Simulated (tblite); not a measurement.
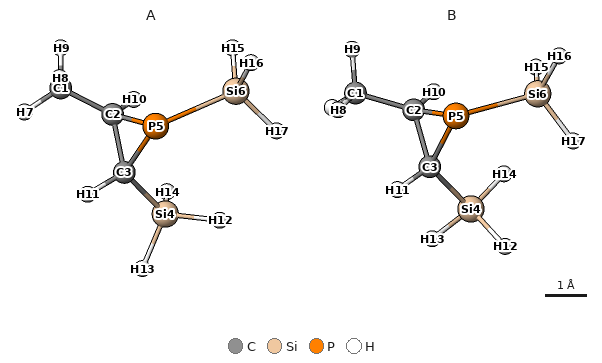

Two geometries of C$_{3}$H$_{11}$PSi$_{2}$, drawn at one scale. One is the start of a relaxation, the other its converged end. A ball-and-stick model, seen at a tilt.

The calculation used GFN2-xTB geometry optimisation, gas phase (tblite 0.8.0). 

Q: Which of the two is the end point?

A: Structure B is the relaxed one. The energy falls by 0.693 eV in 145 geometry steps. The largest move after the best rigid fit is that of H14, 1.21 Å. Largest moves by element: H 1.21 Å, P 0.33 Å, Si 0.32 Å, C 0.27 Å. Near-neighbour distances that change, for instance: P5–Si6 2.183 → 2.240 Å, C2–H10 1.131 → 1.087 Å, C3–Si4 1.843 → 1.887 Å, C1–H8 1.118 → 1.089 Å. Bond angles that change, for instance: C3–P5–Si6 123.9° → 104.8°, C2–P5–Si6 111.4° → 101.8°, P5–C3–H11 115.8° → 108.9°. Groups turn about C3–Si4 by about 50°, C1–C2 by about 35°. The run took 3.8 s on 1 thread of Intel(R) Xeon(R) Processor @ 2.50GHz, with other jobs on the host.
